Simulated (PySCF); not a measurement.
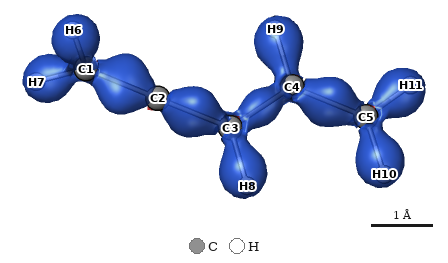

Figure. C5H6, SMILES `C=C=CC=C`. Deformation density (molecule less spherical, spin-averaged free atoms at the same positions), surfaces at ±0.27 e/Å³; blue: gain, red: loss.

Method: ωB97X/def2-SVP; geometry: GFN2-xTB; program: PySCF. No frequency check shows the geometry to be a minimum.

The calculation's input:

```python
import numpy as np
from pyscf import gto, scf, dft
from pyscf.scf import atom_ks, atom_hf
from scipy.linalg import block_diag

def solve(mol, dm0=None, hcore=None):
    mf = (dft.UKS if mol.spin else dft.RKS)(mol, xc='wb97x')
    mf.grids.level = 3
    mf = mf.density_fit(auxbasis='def2-universal-jkfit')
    mf.conv_tol, mf.max_cycle = 1e-8, 80
    if hcore is not None:
        mf.get_hcore = lambda *args: hcore
    mf.kernel(dm0)
    if not mf.converged:
        mf = mf.newton().run(mf.mo_coeff, mf.mo_occ, max_cycle=30)
    assert mf.converged, 'SCF not converged'
    return mf

mol = gto.M(atom='''
C     -2.47348     0.19674    -0.00003
C     -1.23494    -0.17158     0.00025
C      0.02072    -0.53028     0.00018
C      1.12468     0.40917     0.00025
C      2.40002     0.03878    -0.00024
H     -3.02154     0.35542     0.91508
H     -3.02082     0.35619    -0.91703
H      0.27669    -1.58307    -0.00018
H      0.85505     1.45713     0.00059
H      2.68753    -1.00018    -0.00074
H      3.20109     0.75752    -0.00022
''', basis='def2-svp', charge=0, spin=0, verbose=4)
mf = solve(mol)
mf.analyze()
# spherically averaged free atoms, for the promolecule
atm = atom_ks.get_atm_nrks(mol, xc='wb97x')
pro = block_diag(*[(atm[a[0]][2] * atm[a[0]][3]) @ atm[a[0]][2].T for a in mol._atom])
np.savez('result.npz', e=mf.e_tot, c=mf.mo_coeff, occ=mf.mo_occ, eps=mf.mo_energy, pro=pro, dip=mf.dip_moment(verbose=0), s2=mf.spin_square()[0])
```

Run with:

```sh
OMP_NUM_THREADS=1 python input.py
```

The run took 11 s on 1 thread of Arm Neoverse V1, on a shared host, peak memory 0.43 GiB.

Partitions, critical points and surface values were worked out afterwards from this run's density.

Q: Describe the bonding that the map shows.

A: C4–H9: +0.74 e/Å³ at the bond critical point (bond length 1.08 Å, Mayer order 1.0). C5–H11: +0.73 e/Å³ at the bond critical point (bond length 1.08 Å, Mayer order 1.0). C5–H10: +0.72 e/Å³ at the bond critical point (bond length 1.08 Å, Mayer order 1.0). C4–C5: +0.71 e/Å³ at the bond critical point (bond length 1.33 Å, Mayer order 1.9). C1–H6 and C1–H7: +0.70 e/Å³ at the bond critical point (bond length 1.08 Å, Mayer order 0.9). C3–H8: +0.70 e/Å³ at the bond critical point (bond length 1.08 Å, Mayer order 0.9). C1–C2: +0.70 e/Å³ at the bond critical point (bond length 1.29 Å, Mayer order 2.0). C2–C3: +0.69 e/Å³ at the bond critical point (bond length 1.31 Å, Mayer order 1.8). C3–C4: +0.53 e/Å³ at the bond critical point (bond length 1.45 Å, Mayer order 1.1). In all, 2.6 electrons gather in the regions of gain relative to the promolecule.
